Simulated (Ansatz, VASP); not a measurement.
# Ni2SeS in two plane-wave programs, part 2 of 2

Aim: how closely do two programs agree when they are given the same cell, functional and k mesh? The cell is invented: As first built, before any earlier steps moved the atoms (in the runner's words): it takes the MgS structure with some of its atoms replaced by other elements, volume scaled by an estimate. It may not be a known or stable phase. The cell is taken from a series of VASP runs on this material, whose earlier steps may have relaxed, scaled or displaced it; both programs get it as it stands. Other levels of theory on this material are compared in a session of their own. Valence electrons are named where the data sets of a main pair hold unlike numbers.

VASP 6.6.1 and Ansatz 0.2.0.

So far: The starting structure; VASP: band structure, revPBE with D4, spin-orbit coupling.

**3. Ansatz: band structure, revPBE with D4, spin-orbit coupling**

Level of this step: Ansatz beside VASP: Kohn-Sham DFT, plane waves, revPBE with D4, spin-orbit coupling (Ansatz).

Ansatz runs on its fully relativistic PAW (standard-fr) files.

The same cell, functional, mesh and smearing now go to Ansatz, which takes its cutoff from its data sets.

File input.yaml:

```yaml
crystal:
  lattice:
    - [3.3978552123, 0.0, 0.0]
    - [0.0, 3.3978552123, 0.0]
    - [0.0, 0.0, 4.7540606847]
  atoms:
    - { symbol: Se, position: [0.5, 0.5, 0.0], spin: 0.013, spin_axis: [0.0, 0.0, 0.013] }
    - { symbol: Ni, position: [0.5, 0.5, 0.5], spin: 0.026, spin_axis: [0.0, 0.0, 0.026] }
    - { symbol: Ni, position: [0.0, 0.0, 0.0], spin: 0.066, spin_axis: [0.0, 0.0, 0.066] }
    - { symbol: S, position: [0.0, 0.0, 0.5], spin: 0.007, spin_axis: [0.0, 0.0, 0.007] }
hamiltonian:
  xc: revpbe
  pseudopotentials: { kind: paw_fr }
  dispersion: d4
magnetization:
  noncollinear: true
  spin_orbit: true
kpoints:
  mp_grid: { grid: [5, 5, 4] }
  band_path:
    path:
      - [0.0, 0.0, 0.0]
      - [0.0, 0.13333, 0.0]
      - [0.0, 0.3, 0.0]
      - [0.0, 0.46667, 0.0]
      - [0.1, 0.5, 0.0]
      - [0.26667, 0.5, 0.0]
      - [0.43333, 0.5, 0.0]
      - [0.43333, 0.43333, 0.0]
      - [0.26667, 0.26667, 0.0]
      - [0.1, 0.1, 0.0]
      - [0.0, 0.0, 0.03333]
      - [0.0, 0.0, 0.2]
      - [0.0, 0.0, 0.36667]
      - [0.0, 0.0, 0.5]
      - [0.0, 0.16667, 0.5]
      - [0.0, 0.3, 0.5]
      - [0.0, 0.46667, 0.5]
      - [0.1, 0.5, 0.5]
      - [0.26667, 0.5, 0.5]
      - [0.43333, 0.5, 0.5]
      - [0.43333, 0.43333, 0.5]
      - [0.26667, 0.26667, 0.5]
      - [0.1, 0.1, 0.5]
      - [0.0, 0.5, 0.03333]
      - [0.0, 0.5, 0.2]
      - [0.0, 0.5, 0.36667]
      - [0.5, 0.5, 0.0]
      - [0.5, 0.5, 0.16667]
      - [0.5, 0.5, 0.33333]
      - [0.5, 0.5, 0.5]
    npoints: 1
scf:
  occupations: { method: gaussian, width: 0.05 }
  n_extra_bands: 16
output:
  forces: true
  stress: true
  eigenvalues: true
```

Launch:

```console
$ ansatz run input.yaml --threads 2 --pin off --max-ram 4608MiB --backend cpu --events-out ev --progress --plain --runs-dir out
```

Numbers of over 12 decimals in the logs are rounded to 6 here.

The log of the run:

```text
Warning: output.stress: scf.convergence.dr2_threshold = 1e-7 eV (the SCF's general default) is looser than the 4e-10 eV advised for a printed stress (1e-10 eV for each atom of the cell: 4). What an SCF threshold leaves in a stress goes as its square root, and in the free energy as the threshold itself, and one threshold admits the most on a small cell: [figures from the program's tests cut] Set scf.convergence.dr2_threshold to 4e-10 eV or tighter. The threshold is an SCF's pass mark: one that does not reach it within its budget of iterations ends unconverged, or closes short of it on a stop that the run arms, and scf.convergence.dr2_threshold's page says what that costs each kind of run
scf.n_extra_bands = 16 over 58 filled bands (N_el = 58.0): the run solves 74 bands
Engine: ansatz 0.2.0, aarch64-unknown-linux-gnu
Pseudopotentials: kind: paw_fr
Pseudopotential: Se, paw_fr, valence charge 16, recommended cutoff 420 eV (normal), Se.paw.azcp#standard-fr
Pseudopotential: Ni, paw_fr, valence charge 18, recommended cutoff 420 eV (normal), Ni.paw.azcp#standard-fr
Pseudopotential: S, paw_fr, valence charge 6, recommended cutoff 420 eV (normal), S.paw.azcp#standard-fr
Functional definition: revPBE
  parameter kappa = 1.245
  parameter beta = 0.066725
  exchange = pbe_x(kappa = kappa, mu = beta*pi^2/3)
  correlation = pbe_c(beta = beta)
Crystal: 4 atoms, lattice volume = 54.888 Å³
Basis set: ecut = 420 eV, 1059 PW (Γ), exchange–correlation on 48×48×64 points (8 copies of the dense FFT grid, shifted against one another)
Bands: 74, of which v1, the nominal top of the filled ones, is band 58 counted from 1 (57 counted from 0)
Symmetry: 8 space group operations + 8 with time reversal
Magnetic group: BNS 123.345 (UNI 1005), of the structure as read, at distance tolerance 3.8e-5 Å
k-points: 18 of 100 (time reversal used)
Projection manifold: j_resolved (fully-relativistic pseudo-atomic orbitals)
Non-local potential: Se, projectors of the file, l = 0: 2, l = 1: 4, l = 2: 6, l = 3: 2
Non-local potential: Ni, projectors of the file, l = 0: 3, l = 1: 4, l = 2: 6, l = 3: 2
Non-local potential: S, projectors of the file, l = 0: 2, l = 1: 4, l = 2: 4
PAW form: soft (Blöchl's): semilocal exchange-correlation on the pseudo side does not see the compensation charge
PAW frozen core: Se, regenerated for the run's functional, and the local potential with it (the file was generated under x = pbe(κ = 0.804, μ = 0.219515), c = pbe(β = 0.066725))
PAW frozen core: Ni, regenerated for the run's functional, and the local potential with it (the file was generated under x = pbe(κ = 0.804, μ = 0.219515), c = pbe(β = 0.066725))
PAW frozen core: S, regenerated for the run's functional, and the local potential with it (the file was generated under x = pbe(κ = 0.804, μ = 0.219515), c = pbe(β = 0.066725))
PAW one-centre angular grid: Se, 590 points (default); XC on 96 Gauss nodes
PAW one-centre angular grid: Ni, 590 points (default); XC on 64 Gauss nodes
PAW one-centre angular grid: S, 110 points (default); XC on 64 Gauss nodes
Initial density: superposition of atomic densities (chi_scale 0.1, normalization cell)
Starting moments: Σ|m| = 0.112 μB on 4 of 4 sites
Initial wavefunctions: pseudopotential atomic-orbital guess
Functional: x = revpbe(κ = 1.245, μ = 0.219515), c = pbe(β = 0.066725)
SCF iter   1: F=—  HF=-18070.643479 eV  |F-HF|=—  |Δ(HF+E_count)|=         —  Δρ=1.71e-1  dr2=1.22e1  dr2_m=3.95e-3  ethr=3.10e-3  |M|=4.37e-2 ∫|m|=4.42e-2 μB  |m|>n=0.0e0 m-floor=0.0e0 τ_xc=0.0e0 mc-row=0.0e0  β_m=0.30  ⟨swp⟩=6.9  Hψ=6359  notcnv=0  defer=27
preconditioner: auto → Kerker (q_TF=auto, 2.753 Å⁻¹)  [metal: Δε(μ)=0.027 eV  Ē_g=10.357 eV  σ=0.050 eV  W_gap=0.29  n_scr=20 (ndim 8)  ℏωp=28.4 eV  f_vac=0.000  D(μ)=3.36/eV (n_scr^D=36)]
spin=Noncollinear: Kerker preconditioning applied to the charge; magnetization (m_x, m_y, m_z) channels mix plain (no charge-response kernel on spin).
SCF iter   2: F=—  HF=-18069.408002 eV  |F-HF|=—  |Δ(HF+E_count)|=    1.24e0  Δρ=4.98e-2  dr2=4.55e-1  dr2_m=9.98e-4  ethr=3.10e-3  |M|=6.29e-2 ∫|m|=6.32e-2 μB  |m|>n=0.0e0 m-floor=0.0e0 τ_xc=8.5e-7 mc-row=0.0e0  β_m=0.30  ⟨swp⟩=3.0  Hψ=2710  notcnv=0  defer=176
SCF iter   3: F=—  HF=-18069.262716 eV  |F-HF|=—  |Δ(HF+E_count)|=   1.45e-1  Δρ=4.24e-2  dr2=8.48e-1  dr2_m=8.75e-4  ethr=7.85e-4  |M|=5.14e-2 ∫|m|=5.27e-2 μB  |m|>n=0.0e0 m-floor=0.0e0 τ_xc=2.2e-6 mc-row=0.0e0  β_m=0.30  ⟨swp⟩=2.6  Hψ=2672  notcnv=0  defer=168
SCF iter   4: F=—  HF=-18069.208398 eV  |F-HF|=—  |Δ(HF+E_count)|=   5.43e-2  Δρ=3.28e-2  dr2=4.65e-1  dr2_m=1.37e-3  ethr=7.85e-4  |M|=3.29e-2 ∫|m|=3.45e-2 μB  |m|>n=0.0e0 m-floor=0.0e0 τ_xc=2.3e-6 mc-row=0.0e0  β_m=0.30  ⟨swp⟩=2.1  Hψ=1386  notcnv=0  defer=168
SCF iter   5: F=—  HF=-18069.133460 eV  |F-HF|=—  |Δ(HF+E_count)|=   7.49e-2  Δρ=1.28e-2  dr2=6.05e-2  dr2_m=2.33e-4  ethr=7.85e-4  |M|=4.86e-2 ∫|m|=4.89e-2 μB  |m|>n=0.0e0 m-floor=0.0e0 τ_xc=1.6e-6 mc-row=0.0e0  β_m=0.30  ⟨swp⟩=2.3  Hψ=1742  notcnv=0  defer=168
[...]
Mixer restart at iter 8: flushing history
spin-set hold released at iteration 8 (site moments contracting): the magnetisation degrees of freedom join the quasi-Newton model from the next iteration; the mixer history was flushed
SCF iter   9: F=—  HF=-18069.144187 eV  |F-HF|=—  |Δ(HF+E_count)|=   8.32e-4  Δρ=1.78e-3  dr2=1.17e-3  dr2_m=6.61e-5  ethr=1.39e-6  |M|=5.05e-2 ∫|m|=5.10e-2 μB  |m|>n=0.0e0 m-floor=0.0e0 τ_xc=2.9e-6 mc-row=0.0e0  β_m=0.48  ⟨swp⟩=2.0  Hψ=1535  notcnv=0  defer=168
[...]
SCF iter  25: F=-18069.145627 eV  HF=-18069.145657 eV  |F-HF|=2.98e-5  |Δ(HF+E_count)|=   9.55e-5  Δρ=8.30e-4  dr2=4.67e-5  dr2_m=8.68e-5  ethr=3.43e-9  |M|=2.35e-1 ∫|m|=2.51e-1 μB  |m|>n=0.0e0 m-floor=0.0e0 τ_xc=8.2e-5 mc-row=0.0e0  β_m=0.98  ⟨swp⟩=3.1  Hψ=3017  notcnv=0  defer=168
SCF iter  26: F=-18069.145739 eV  HF=-18069.145756 eV  |F-HF|=1.72e-5  |Δ(HF+E_count)|=   9.90e-5  Δρ=4.19e-4  dr2=2.15e-5  dr2_m=2.21e-5  ethr=3.43e-9  |M|=2.70e-1 ∫|m|=2.88e-1 μB  |m|>n=0.0e0 m-floor=0.0e0 τ_xc=1.1e-4 mc-row=0.0e0  β_m=1.00  ⟨swp⟩=3.1  Hψ=3230  notcnv=0  defer=168
SCF iter  27: F=-18069.145761 eV  HF=-18069.145780 eV  |F-HF|=1.92e-5  |Δ(HF+E_count)|=   2.46e-5  Δρ=2.02e-4  dr2=2.13e-5  dr2_m=1.13e-6  ethr=3.43e-9  |M|=3.01e-1 ∫|m|=3.20e-1 μB  |m|>n=0.0e0 m-floor=0.0e0 τ_xc=1.3e-4 mc-row=0.0e0  β_m=0.88  ⟨swp⟩=3.1  Hψ=3202  notcnv=0  defer=168
SCF iter  28: F=-18069.145724 eV  HF=-18069.145751 eV  |F-HF|=2.69e-5  |Δ(HF+E_count)|=   2.91e-5  Δρ=4.34e-4  dr2=3.60e-5  dr2_m=2.38e-5  ethr=3.43e-9  |M|=2.68e-1 ∫|m|=2.85e-1 μB  |m|>n=0.0e0 m-floor=0.0e0 τ_xc=1.1e-4 mc-row=0.0e0  β_m=0.88  ⟨swp⟩=3.0  Hψ=3228  notcnv=0  defer=168  recentre
SCF iter  29: F=-18069.145778 eV  HF=-18069.145781 eV  |F-HF|=2.75e-6  |Δ(HF+E_count)|=   2.99e-5  Δρ=8.89e-5  dr2=2.60e-6  dr2_m=8.24e-7  ethr=3.43e-9  |M|=2.99e-1 ∫|m|=3.17e-1 μB  |m|>n=0.0e0 m-floor=0.0e0 τ_xc=1.3e-4 mc-row=0.0e0  β_m=0.72  ⟨swp⟩=3.0  Hψ=3195  notcnv=0  defer=168
SCF iter  30: F=-18069.145780 eV  HF=-18069.145781 eV  |F-HF|=9.25e-7  |Δ(HF+E_count)|=   1.91e-7  Δρ=4.59e-5  dr2=9.81e-7  dr2_m=9.57e-8  ethr=3.43e-9  |M|=2.96e-1 ∫|m|=3.15e-1 μB  |m|>n=0.0e0 m-floor=0.0e0 τ_xc=1.3e-4 mc-row=0.0e0  β_m=0.77  ⟨swp⟩=2.2  Hψ=2023  notcnv=0  defer=168
SCF iter  31: F=-18069.145780 eV  HF=-18069.145781 eV  |F-HF|=8.72e-7  |Δ(HF+E_count)|=   8.74e-8  Δρ=4.94e-5  dr2=8.31e-7  dr2_m=1.31e-7  ethr=1.69e-9  |M|=2.95e-1 ∫|m|=3.13e-1 μB  |m|>n=0.0e0 m-floor=0.0e0 τ_xc=1.3e-4 mc-row=0.0e0  β_m=0.61  ⟨swp⟩=2.0  Hψ=2025  notcnv=0  defer=168
SCF iter  32: F=-18069.145781 eV  HF=-18069.145781 eV  |F-HF|=2.94e-7  |Δ(HF+E_count)|=   1.18e-7  Δρ=2.73e-5  dr2=3.35e-7  dr2_m=7.07e-8  ethr=1.43e-9  |M|=2.95e-1 ∫|m|=3.13e-1 μB  |m|>n=0.0e0 m-floor=0.0e0 τ_xc=1.3e-4 mc-row=0.0e0  β_m=0.62  ⟨swp⟩=2.0  Hψ=1499  notcnv=0  defer=168
SCF iter  33: F=-18069.145781 eV  HF=-18069.145781 eV  |F-HF|=5.42e-8  |Δ(HF+E_count)|=   5.80e-8  Δρ=1.02e-5  dr2=5.98e-8  dr2_m=3.14e-9  ethr=1.72e-10  |M|=2.96e-1 ∫|m|=3.14e-1 μB  |m|>n=0.0e0 m-floor=0.0e0 τ_xc=1.3e-4 mc-row=0.0e0  β_m=0.71  ⟨swp⟩=8.8  Hψ=6569  notcnv=0
SCF iter  34: F=-18069.145781 eV  HF=-18069.145781 eV  |F-HF|=1.58e-8  |Δ(HF+E_count)|=   1.56e-9  Δρ=5.36e-6  dr2=1.72e-8  dr2_m=2.68e-10  ethr=1.03e-10  |M|=2.96e-1 ∫|m|=3.14e-1 μB  |m|>n=0.0e0 m-floor=0.0e0 τ_xc=1.3e-4 mc-row=0.0e0  ⟨swp⟩=3.5  Hψ=3673  notcnv=0
at 7 of the mixer's solves, the last at iteration 26, it left a direction of its history that read negative out of its fit and stepped the other way along it
SCF 1 converged in 34 iterations: F = -18069.145781 eV  dr2 = 1.72e-8
  greatest PAW one-centre occupation: 1.001 electrons in one spin orbital (limit 2), on the Ni atom at site 2 (counted from 0), in its partial waves of l = 1
NSCF: frozen V_eff on 30 k-points
SCF converged after 34 iterations
Magnetization: |M| = 0.2962 μB,  M = (-0.0000, -0.0000, +0.2962) μB
Absolute magnetization: 0.3161 μB (∫|m|, with the PAW one-centre terms)
  site 0: m = (+0.0000, +0.0000, -0.0017) μB, |m| = 0.0017 μB  (R = 0.98 Å)
  site 1: m = (-0.0000, -0.0000, +0.1907) μB, |m| = 0.1907 μB  (R = 0.98 Å)
  site 2: m = (-0.0000, -0.0000, +0.0399) μB, |m| = 0.0399 μB  (R = 0.98 Å)
  site 3: m = (+0.0000, +0.0000, +0.0457) μB, |m| = 0.0457 μB  (R = 0.98 Å)
Free energy (F): -18069.145781 eV
Harris-Foulkes:  -18069.145781 eV  (|F-HF|=1.58e-8)
Internal energy: -18069.140963 eV  (E = F + TS)
E sigma→0 (E₀):  -18069.143372 eV
Entropy (-TS):   -0.004818 eV (-1.204 meV/atom)
Fermi energy:    14.540852 eV
--- Per-component energies (eV) ---
  E_band       = -951.424253
  E_kinetic    = 795.821473
  E_local      = -10406.570643  (includes V_loc(G=0)·N_el)
  E_nonlocal   = 717.244999
  E_hartree    = 4601.364313
  E_xc         = -371.457368
  E_vxc        = -404.840316  (∫ρ·V_xc dr)
  E_paw        = -5797.384397  (= ΣΔE_a)
  E_vpaw       = -855.812163  (= ΣTr[D̂ρ^β])
  E_aug_tail   = 0.000567  (compensation charges beyond the density's cutoff)
  E_ewald      = -7604.302629
  E_disp       = -3.569633  (pairwise vdW)
  E_core_change = -0.287645  (= ΣΔE_core)
  E_smearing   = -0.004818  (= −TS)
  E_closure    = 0.000000  (closes the sum)
  Σ components = -18069.145781   (vs F -18069.145781, Δ=0.00e0)
--- Forces (eV/Å), atoms counted from 1 ---
  atom   1  Se     0.00000000     0.00000000     0.00000000
  atom   2  Ni     0.00000000     0.00000000     0.00000000
  atom   3  Ni    -0.00000000     0.00000000     0.00000000
  atom   4  S     -0.00000000    -0.00000000     0.00000000
  max |Σ_I F_I| component: 1.30e-18 eV/Å
--- Stress (GPa, compression-positive) ---
        0.907969       0.000000       0.000000
        0.000000       0.907969       0.000000
        0.000000       0.000000      -0.643432
  P = ⅓ Tr σ = 0.3908 GPa (3.908 kbar)
--- Band table (eV; the first three rows and the last of 18) ---
  k-point 0: bands = [... 54 lower, 13.5522, 13.5581, 13.6469, 13.8209, 13.8657, 13.8671, 13.9165, 13.9451, ... 12 higher]
  k-point 1: bands = [... 54 lower, 13.8624, 13.9098, 14.0679, 14.1162, 14.1195, 14.2034, 14.2249, 14.3816, ... 12 higher]
  k-point 2: bands = [... 54 lower, 13.8770, 13.9524, 14.0809, 14.1507, 14.3651, 14.4590, 14.5467, 14.5717, ... 12 higher]
  k-point 17: bands = [... 54 lower, 13.5302, 13.5367, 13.5914, 13.7531, 14.2894, 14.3194, 14.3658, 14.5154, ... 12 higher]
```

Elapsed: 1.8 min, on 2 threads of Arm Neoverse N1, shared host; peak memory 0.67 GiB; 3.5 min of CPU time.

**4. Differences**

Known differences besides the potentials themselves: spin-orbit coupling enters by fully relativistic files in Ansatz and inside the spheres in VASP; non-collinear GGA is multicollinear in Ansatz and locally collinear in VASP; the data sets hold 58 valence electrons in Ansatz (on its fully relativistic PAW (standard-fr) files) and 32 in VASP; the cutoff is 420 eV in Ansatz and 400 eV in VASP; Ansatz makes its cores anew for this functional, VASP keeps those of its PBE data sets; site moments are counted in spheres of each program's own size. Total energies have different zeros and are not compared.

Compared:

| quantity | Ansatz | VASP | difference |
| --- | --- | --- | --- |
| pressure (GPa) | 0.39 | 0.27 | +0.12 |
| moment on Ni2, size (μB) | 0.19 | 0.17 | +0.02 |
| moment on S4, size (μB) | 0.05 | 0.04 | +0.01 |

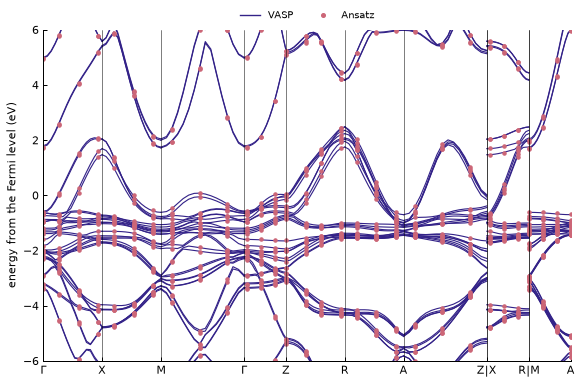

Bands from VASP (lines) and levels from Ansatz (dots). Dots without a line are higher empty bands that the VASP plot leaves out.

Levels from 3 eV below to 2 eV above the Fermi level differ by 10 meV r.m.s. and 39 meV at most; each VASP level is matched to the nearest of Ansatz, which flatters the figure a little. Ansatz's pressure holds a Pulay correction of 0.05 GPa; VASP's holds none.

**5. Outcome**

```yaml
r_m_s_difference_of_levels_near_the_fermi_level_band_structure_revpbe_with_d4_spin_orbit_coupling: 10 meV
```

In words: The r.m.s. difference of levels near the Fermi level is 10 meV (band structure, revPBE with D4, spin-orbit coupling), within the 80 meV picked in this series as the mark of a large difference. The data sets hold unlike numbers of valence electrons (58 in Ansatz and 32 in VASP), so part of the differences comes from the potentials. 3 further runs of this series are not shown here. Such differences can come from data sets, numerical settings and the points named under the comparisons, not from the functional's error against experiment.

[Lines on the potential files, build, host, timing and source positions are cut from VASP's logs without a mark.]

[Logs are printed without paths, hosts, clocks, repeated set-up lines and the standing remarks that a program may print on its own settings, such as how far it seeks lower states.]

[Hosts, paths, dates, database ids (printed as entryN), source tags and the programs' standing remarks are cut or masked in the printed files.]
